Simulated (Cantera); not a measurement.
Input: 1 mol Fe₂O₃, 8.2 mol CO, 0.32 mol N₂, at 58.5 Torr.

Cantera equilibrium calculation (NASA polynomials, part measured and part estimated; ideal gas, pure solids and liquids). Candidate condensed phases: C, Fe, Fe(CO)₅, FeO, Fe₂O₃, Fe₃O₄; 27 gas species. Mutual solubility and eutectic melting of coexisting phases are not modelled. The tables' stoichiometric FeO is somewhat more stable than real wüstite, so its field is too wide. FeO: taken at fixed stoichiometry. Rates play no part.

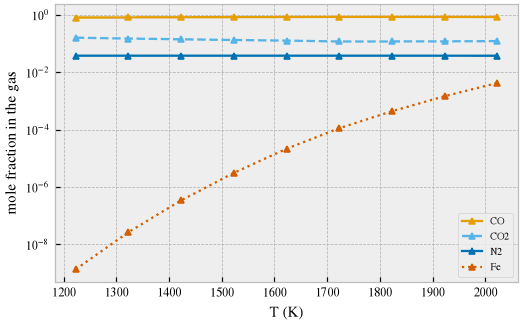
Equilibrium gas composition (values under 1e-9 drawn at 1e-9)

Problem. Read off the mole fractions at 1223 K.

Solution. CO about 0.80, CO₂ about 0.16, N₂ about 0.038.
